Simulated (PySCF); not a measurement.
## Run report: B$_{5}$H$_{8}$Br, geometry relaxation (part 1 of 2)

The run: geometry relaxation of B$_{5}$H$_{8}$Br (nido-B5H9 (Br for H, site a on B)). Method and program: PBE0-D3(BJ)/def2-SVP geometry optimisation from the GFN2-xTB point and Hessian, gas phase (PySCF 2.14.0).

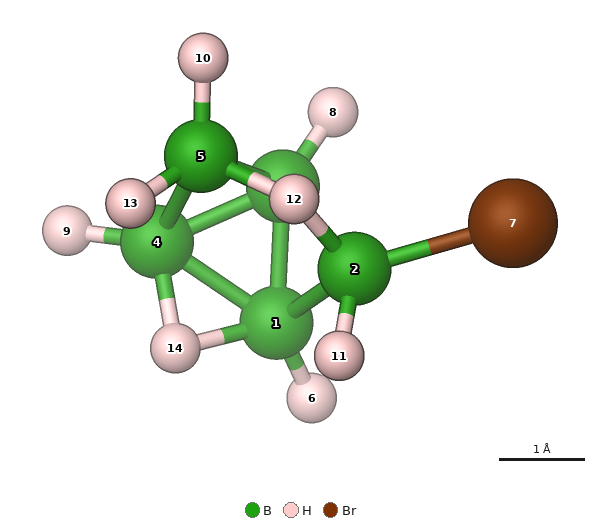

The starting structure (ball-and-stick view, seen at a tilt; atoms are numbered from 1 in the order of the input). Bond lengths as drawn: B–B 1.62 to 1.89 Å, B–Br 1.96 Å and B–H 1.17 to 1.35 Å.

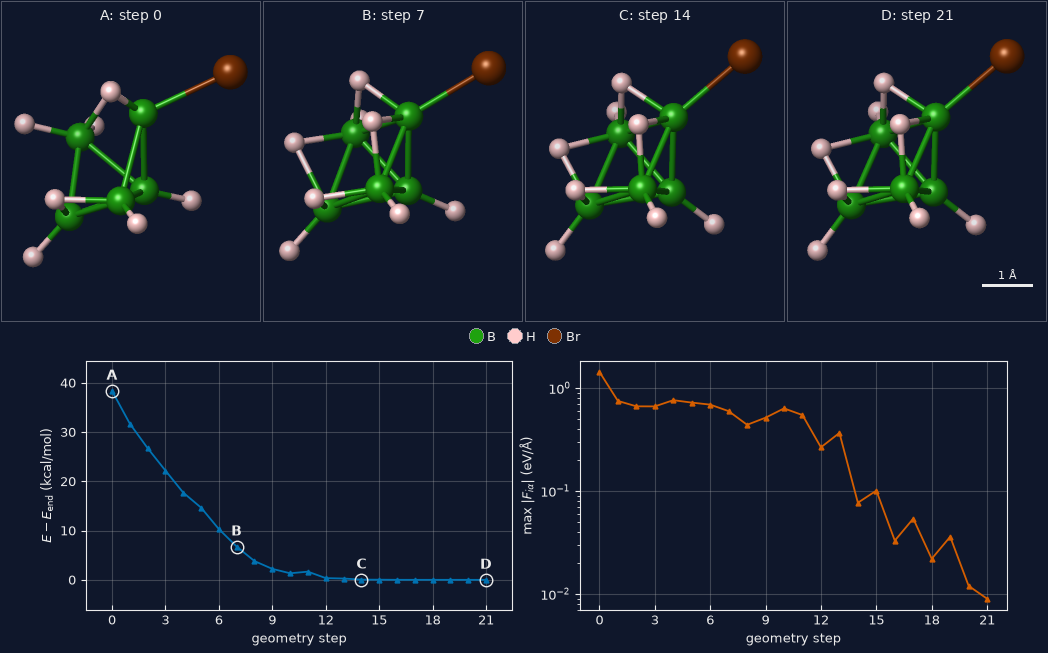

Frames of the relaxation (ball-and-stick view, seen at a tilt) above the curves, on which the letters mark them (steps are counted from 0).

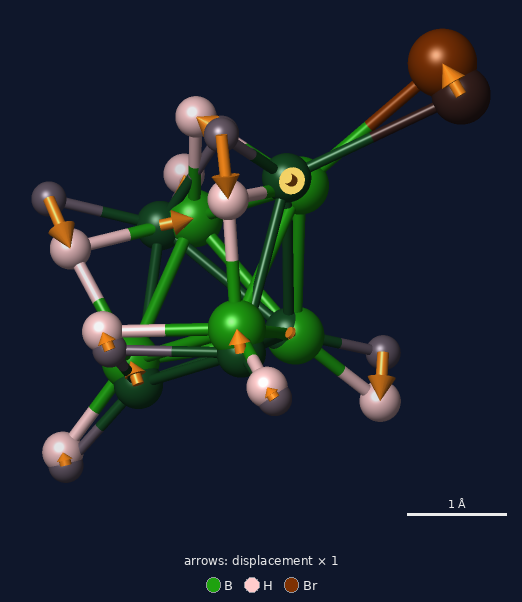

Start (faint) and end (solid) with the displacements as orange arrows, at true length (ball-and-stick view, seen at a tilt). The two geometries are laid on each other by the best rigid fit. The atom that moves furthest after the best rigid fit is H11 (0.66 Å). By element the largest moves are H 0.66 Å, B 0.39 Å, Br 0.37 Å. Among the contacts that change: B1–H11 2.255 → 1.346 Å, B4–H13 2.195 → 1.350 Å, B2–B5 2.258 → 1.797 Å, B2–B3 1.891 → 1.693 Å. New bonds form: B1–H11 (2.25 → 1.35 Å), B4–H13 (2.19 → 1.35 Å). Among the angles that change: B1–B2–H11 91.1° → 48.0°, B4–B5–H13 88.5° → 48.3°, B2–H12–B5 115.7° → 82.9°. The energy falls by 38.4 kcal/mol in 21 geometry steps. Largest force component: 1.4 eV/Å at the start, 0.009 eV/Å at the end. (Atoms are counted from 1 in the order of the input.)

The input that produced these results follows, with the program's output.

**The input**
```
{"job": {"xc": "PBE0", "basis": "def2-SVP", "kind": "refine"}, "charge": 0, "multiplicity": 1}
B     -1.363756     0.273182    -0.005627
B      0.154261     0.961156     0.889357
B     -0.290042    -0.833148     0.492728
B     -0.529492    -0.736892    -1.113185
B      1.222805    -0.464131    -0.498353
H     -2.433908     0.683980     0.216892
Br     0.439259     1.171733     2.812373
H     -0.198333    -1.615437     1.351212
H     -0.736957    -1.414392    -2.039962
H      2.073845    -1.209887    -0.178308
H      0.005572     2.023706     0.375253
H      1.295195     0.580655     0.352974
H      1.458138     0.102285    -1.514738
H     -1.039145     0.468030    -1.284199
```

The first line tells a small driver script what to run in PySCF; the rest is the geometry in Å.

Command:
```bash
OMP_NUM_THREADS=1 python <driver script> task.json out
```

**Log**
```
step      E/eV     max force
  0    -73533.99540   1.5803
  1    -73534.28430   0.9594
  2    -73534.50062   0.8090
  3    -73534.69799   0.7639
  4    -73534.89228   0.9281
  5    -73535.02440   0.9109
  6    -73535.21338   0.8324
  7    -73535.36744   0.6630
  8    -73535.49514   0.5873
  9    -73535.56380   0.6016
 10    -73535.60264   0.8173
 11    -73535.58823   0.6880
 12    -73535.64519   0.3291
 13    -73535.64884   0.4504
 14    -73535.65840   0.1050
 15    -73535.65910   0.1303
 16    -73535.66007   0.0382
 17    -73535.66020   0.0586
 18    -73535.66024   0.0262
 19    -73535.66018   0.0400
 20    -73535.66030   0.0151
 21    -73535.66031   0.0106
```

**Trajectory as extended XYZ (Å, eV, eV/Å), 22 frames, from step=0 to step=21**
```
14
Properties=species:S:1:pos:R:3:forces:R:3 step=0 energy=-73533.99540
B    -1.3638    0.2732   -0.0056    0.8110  -0.0700  -0.1270
B     0.1543    0.9612    0.8894   -0.3370  -1.4380   0.5260
B    -0.2900   -0.8331    0.4927    0.6190   0.6630  -0.2890
B    -0.5295   -0.7369   -1.1132    0.4490   0.5190   0.6630
B     1.2228   -0.4641   -0.4984   -1.3120  -0.0830   0.8770
H    -2.4339    0.6840    0.2169   -0.6930   0.3590   0.0450
Br    0.4393    1.1717    2.8124    0.0560  -0.0340   0.0430
H    -0.1983   -1.6154    1.3512    0.0660  -0.4790   0.5700
H    -0.7370   -1.4144   -2.0400   -0.1380  -0.3650  -0.7400
H     2.0738   -1.2099   -0.1783    0.4490  -0.4090   0.3760
H     0.0056    2.0237    0.3753   -0.2540   0.2370  -0.7170
H     1.2952    0.5807    0.3530    0.7740   0.3220  -0.1820
H     1.4581    0.1023   -1.5147   -0.3240   0.4320  -0.6780
H    -1.0391    0.4680   -1.2842   -0.1650   0.3450  -0.3680
14
Properties=species:S:1:pos:R:3:forces:R:3 step=1 energy=-73534.28430
B    -1.3658    0.2712   -0.0263    0.5650   0.2070   0.2400
B     0.1675    0.8936    0.8906    0.0990  -0.6870   0.2560
B    -0.2741   -0.8109    0.5113    0.0690   0.0150  -0.2640
B    -0.5079   -0.7248   -1.1069    0.3760   0.2980   0.2140
B     1.1996   -0.4586   -0.4562   -0.5890   0.0980   0.7510
H    -2.4420    0.6906    0.2125   -0.3920   0.2250  -0.0010
Br    0.4763    1.1567    2.8046    0.0500   0.0010   0.0190
H    -0.2187   -1.6060    1.3789   -0.0100  -0.3130   0.2490
H    -0.7134   -1.3822   -2.0653   -0.0660  -0.1840  -0.4060
H     2.0687   -1.2071   -0.1472    0.2430  -0.2020   0.2040
H    -0.0473    1.9472    0.3384   -0.2440  -0.0630  -0.4420
H     1.3603    0.6294    0.3260    0.3380   0.3590  -0.2110
H     1.4012    0.0921   -1.5114   -0.4150   0.1810  -0.3380
H    -1.0471    0.4997   -1.2926   -0.0250   0.0650  -0.2710
14
Properties=species:S:1:pos:R:3:forces:R:3 step=2 energy=-73534.50062
B    -1.3278    0.2932    0.0121   -0.0360   0.2950  -0.2230
B     0.1820    0.8527    0.8853    0.6650  -0.4350   0.1520
B    -0.2561   -0.8411    0.4955   -0.2970  -0.0340   0.1970
B    -0.5001   -0.6899   -1.1213    0.4730  -0.0240  -0.1010
B     1.1821   -0.4466   -0.3849    0.1440   0.2670   0.2260
H    -2.4293    0.7064    0.2189   -0.0140   0.1350  -0.0260
Br    0.4604    1.1489    2.7982    0.0840   0.0460  -0.0160
H    -0.2124   -1.6408    1.3751   -0.1420  -0.1530   0.0070
H    -0.7290   -1.3585   -2.0851    0.0520   0.0080  -0.0940
H     2.0711   -1.2007   -0.0970    0.0670   0.0650   0.0510
H    -0.0832    1.8979    0.2911   -0.2860  -0.3680  -0.1900
H     1.4152    0.7063    0.2933   -0.1170   0.2260  -0.1890
H     1.3207    0.0537   -1.5078   -0.5110  -0.0900   0.0780
H    -1.0362    0.5093   -1.3170   -0.0820   0.0620   0.1290
14
Properties=species:S:1:pos:R:3:forces:R:3 step=3 energy=-73534.69799
B    -1.3112    0.3242   -0.0013   -0.0950   0.5020  -0.0040
B     0.2332    0.7896    0.8949    0.3820   0.0760  -0.1010
B    -0.2745   -0.8397    0.5075   -0.0170  -0.2470   0.2180
B    -0.4505   -0.6822   -1.1214    0.0670   0.0050  -0.4620
B     1.1767   -0.4266   -0.3404    0.4830   0.1350   0.2690
H    -2.4276    0.7272    0.2151    0.2550   0.0640  -0.0800
Br    0.4602    1.1426    2.8052    0.1800   0.0700  -0.1050
H    -0.2257   -1.6613    1.3777   -0.2620  -0.0600  -0.1680
H    -0.7325   -1.3445   -2.0936    0.2190   0.1900   0.1580
H     2.0753   -1.1892   -0.0650   -0.0620   0.2570  -0.0920
H    -0.1358    1.8179    0.2622   -0.3070  -0.6640   0.0600
H     1.4586    0.7732    0.2485   -0.3250   0.0450  -0.1570
H     1.2548    0.0291   -1.5177   -0.6160  -0.2380   0.3840
H    -1.0437    0.5305   -1.3154    0.0990  -0.1360   0.0810
14
Properties=species:S:1:pos:R:3:forces:R:3 step=4 energy=-73534.89228
B    -1.2925    0.3545   -0.0112   -0.0770   0.5970   0.1350
B     0.2588    0.7440    0.9067    0.2340   0.3530  -0.0470
B    -0.2827   -0.8390    0.5152   -0.0860  -0.4310   0.2730
B    -0.4189   -0.6731   -1.1255    0.1930   0.0320  -0.5510
B     1.1707   -0.4120   -0.2887    0.6510  -0.0930   0.0430
H    -2.4181    0.7557    0.1908    0.3710   0.0180  -0.0900
Br    0.5076    1.1374    2.8055    0.1610   0.0960  -0.1710
H    -0.2609   -1.6782    1.3778   -0.3120   0.0090  -0.2880
H    -0.7037   -1.3489   -2.0927    0.2210   0.2460   0.2340
H     2.0944   -1.1689   -0.0624   -0.1460   0.3750  -0.1440
H    -0.1853    1.7555    0.2535   -0.3570  -0.7630   0.1110
H     1.4659    0.8048    0.2207   -0.3200   0.0640  -0.1100
H     1.1560    0.0269   -1.5023   -0.6750  -0.3790   0.5120
H    -1.0340    0.5322   -1.3310    0.1420  -0.1220   0.0940
14
Properties=species:S:1:pos:R:3:forces:R:3 step=5 energy=-73535.02440
B    -1.2703    0.3895   -0.0035    0.1050   0.4410   0.2100
B     0.2867    0.7073    0.9078   -0.2110   0.4470   0.3050
B    -0.2814   -0.8485    0.5110   -0.1180  -0.4650   0.2840
B    -0.3922   -0.6524   -1.1375    0.2420   0.0600  -0.3390
B     1.1824   -0.4108   -0.2457    0.4090  -0.6500  -0.3040
H    -2.4050    0.7604    0.2262    0.4620   0.0490  -0.1330
Br    0.4827    1.2032    2.7935    0.2050   0.0350  -0.3330
H    -0.2697   -1.7061    1.3600   -0.3890   0.0590  -0.3310
H    -0.6906   -1.3175   -2.1112    0.2580   0.2580   0.2890
H     2.1159   -1.1733   -0.0713   -0.1740   0.4850  -0.1400
H    -0.1972    1.6798    0.1893   -0.4970  -0.7230   0.2450
H     1.4565    0.7857    0.2272    0.1290   0.5020  -0.1050
H     1.0930    0.0306   -1.4708   -0.6640  -0.4020   0.4090
H    -1.0534    0.5431   -1.3186    0.2450  -0.0950  -0.0590
14
Properties=species:S:1:pos:R:3:forces:R:3 step=6 energy=-73535.21338
B    -1.2469    0.4237   -0.0046    0.2780   0.4320   0.4320
B     0.3112    0.6752    0.9123   -0.3580   0.5470   0.3000
B    -0.2780   -0.8541    0.5074   -0.2420  -0.5670   0.2670
B    -0.3777   -0.6394   -1.1504    0.5040  -0.0160  -0.0440
B     1.1913   -0.4160   -0.2093    0.2020  -0.3620  -0.4880
H    -2.3759    0.7900    0.2514    0.3860  -0.0090  -0.1960
Br    0.5112    1.2073    2.7766    0.2120   0.0880  -0.2350
H    -0.3053   -1.7335    1.3389   -0.3810   0.1450  -0.3770
H    -0.6717   -1.2936   -2.1278    0.1820   0.1740   0.2590
H     2.1274   -1.1559   -0.0276    0.0360   0.3660  -0.1770
H    -0.2801    1.6240    0.1917   -0.4310  -0.6910   0.1720
H     1.4466    0.8463    0.1791   -0.0210   0.1330  -0.0560
H     1.0611   -0.0233   -1.4609   -0.6590  -0.2890   0.3110
H    -1.0558    0.5400   -1.3203    0.2920   0.0490  -0.1680
14
Properties=species:S:1:pos:R:3:forces:R:3 step=7 energy=-73535.36744
B    -1.2003    0.4758    0.0000    0.0510  -0.2590   0.3550
B     0.3214    0.6557    0.9397   -0.2140  -0.0250  -0.0970
B    -0.2759   -0.8652    0.5182   -0.1510  -0.2880  -0.0070
B    -0.3592   -0.6457   -1.1479    0.4500   0.1190   0.3610
B     1.1993   -0.4290   -0.2201   -0.2520  -0.0010   0.0320
H    -2.3186    0.8396    0.2719    0.1610  -0.0510  -0.2330
Br    0.5004    1.2383    2.7664    0.2690   0.1850   0.0340
H    -0.3557   -1.7600    1.3273   -0.3020   0.1470  -0.3440
H    -0.6420   -1.2904   -2.1206    0.0590  -0.0110   0.0730
H     2.1424   -1.1462   -0.0641    0.2800   0.2460  -0.1260
H    -0.3598    1.5686    0.2159   -0.1090  -0.2060  -0.0290
H     1.4052    0.8691    0.1550    0.1440   0.0370  -0.0090
H     1.0321   -0.0269   -1.4548   -0.5970  -0.2600   0.1250
H    -1.0319    0.5071   -1.3305    0.2100   0.3670  -0.1360
14
Properties=species:S:1:pos:R:3:forces:R:3 step=8 energy=-73535.49514
B    -1.1929    0.4671    0.0177   -0.2040  -0.2840   0.0880
B     0.3247    0.6303    0.9371   -0.1970   0.3530   0.4260
B    -0.2833   -0.8898    0.5265   -0.1890  -0.2540   0.1480
B    -0.3325   -0.6251   -1.1408    0.2600  -0.0320  -0.0780
B     1.1876   -0.4278   -0.1820    0.4190  -0.3550  -0.1970
H    -2.3188    0.8133    0.2707    0.1180  -0.0560  -0.1890
Br    0.5655    1.2911    2.7430    0.1770   0.0630  -0.1900
H    -0.4414   -1.8084    1.3096   -0.1380   0.3460  -0.4400
H    -0.6164   -1.2404   -2.1351   -0.0110  -0.0960   0.1900
H     2.1818   -1.0996   -0.0424   -0.0340   0.3640  -0.2330
H    -0.3952    1.5287    0.1977    0.0930   0.0740   0.1740
H     1.4000    0.8882    0.1249   -0.0740  -0.1910   0.0880
H     0.9676   -0.0842   -1.4605   -0.3920  -0.0930   0.2690
H    -0.9893    0.5473   -1.3101    0.1720   0.1600  -0.0560
```
